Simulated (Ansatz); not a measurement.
# AlFH2O: what the fields show

Input

```
crystal:
  periodic: [false, false, false]
  atoms:
    - { symbol: Al, position_ang: [0.1844, -0.077177, 0.133828] }
    - { symbol: H, position_ang: [0.689369, -0.168071, 1.593608] }
    - { symbol: O, position_ang: [1.814849, -0.40315, -0.367335] }
    - { symbol: H, position_ang: [2.321645, -0.496537, 0.459124] }
    - { symbol: F, position_ang: [-1.207263, 0.193036, -0.736725] }
basis:
  gaussian: { orbitals: def2-SVP }
hamiltonian:
  xc: pbe
  dispersion: d4
relax:
  f_tol: 0.03
  max_steps: 50
output:
  orbitals: {}
```

Command:

```sh
ansatz run input.yaml --threads 1 --pin off --max-ram 2048MiB --backend cpu --events-out ev --progress --plain --runs-dir out
```

The fields are those of the run's last geometry, not of the input's.

The calculation used RKS PBE-D4/def2-SVP in Ansatz 0.2.0.

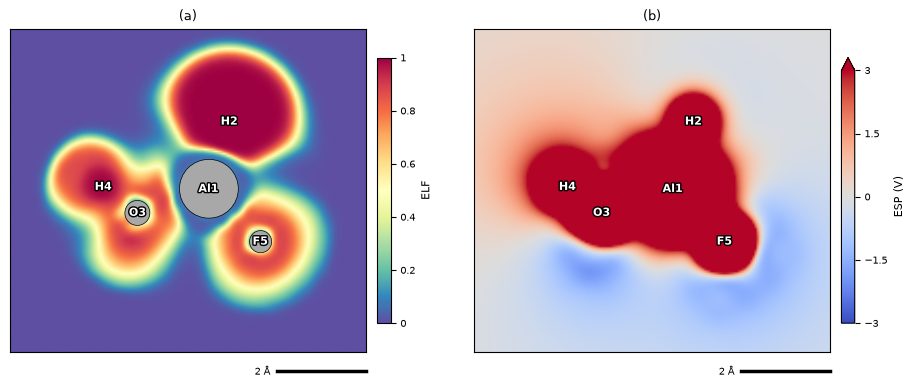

Figure 1. (a) ELF; (b) molecular electrostatic potential on the molecular plane. Grey discs cover the atomic cores in the ELF map.

Read the bonding off the picture.

The section cuts through Al, H, O and F sites. Al–F (1.67 Å): the ELF peaks at about 0.85 in the valence shell of F, 0.6 Å from its nucleus, and is about 0.30 at the midpoint. Al–O (1.71 Å): the ELF peaks at about 0.90 in the valence shell of O, 0.6 Å from its nucleus, and is about 0.35 at the midpoint. O–H (0.97 Å): the ELF climbs to about 1 towards the hydrogen, as it does in any bond to H; an ordinary covalent bond to hydrogen. Al–H (1.58 Å): the ELF climbs to about 1 towards the hydrogen. The ELF also peaks beside F5 and O3, away from the bonds: lone-pair regions. Outside the dense part of the molecule the potential is most negative (−1.9 V) near O3.

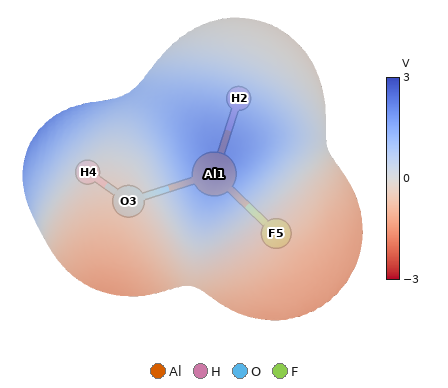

Figure 2. The electrostatic potential painted on the density surface at 0.001 e/bohr³, seen at a tilt; the colour scale runs from red (negative) to blue (positive).

Which sites attract a positive test charge, and which a negative one?

A positive charge is drawn to the negative regions and a negative charge to the positive ones. The most negative region (about −1.3 V) lies over O3 and F5, the most positive (about +2.1 V) over Al1.

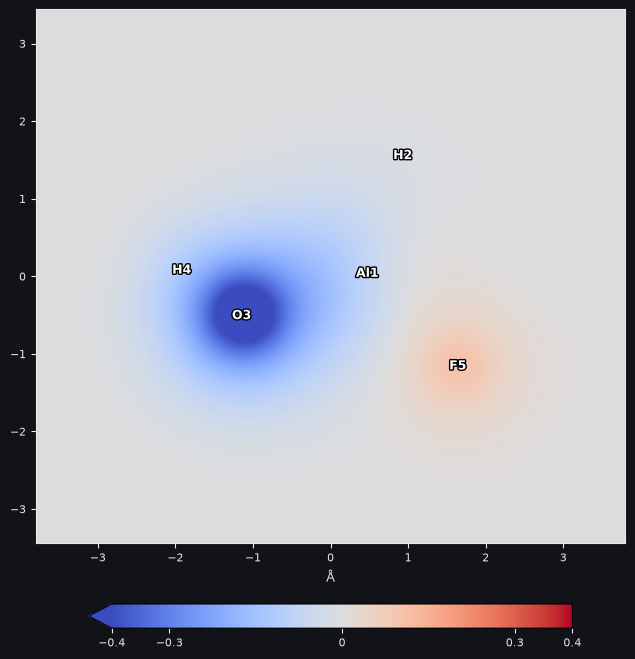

Figure 3. The HOMO−1 on a plane 0.8 Å above the molecular plane (values in Å⁻³ᐟ²; the overall sign is arbitrary).

Describe this orbital and give its energy.

Its weight (Hirshfeld) is mainly on O3 (about 80 %); it changes sign across the molecular plane (π type). Its energy is −7.51 eV.
